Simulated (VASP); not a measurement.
Band structure of Cd4Se3Te (ordered alloy cell). Method: PBEsol GGA, VASP's PBE PAW potentials (set 64) (plane waves; VASP).

Unless said otherwise, spin-orbit coupling is left out, though it shifts the bands of the heavy elements here.

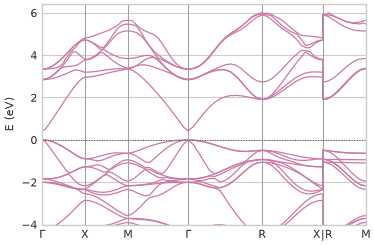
Bands along high-symmetry lines, zero at the valence-band maximum or, without a gap, the Fermi level

Problem. Read the plot: is there a gap, and where are the band edges?

Solution. The gap is direct, 0.42 eV, from the valence maximum at Γ to the conduction minimum at Γ. (Edges off the drawn lines would not show.)

The structure was generated: Cd4Se3Te was put into an ordered model structure (P-43m), which need not be its known phase. It was relaxed first.
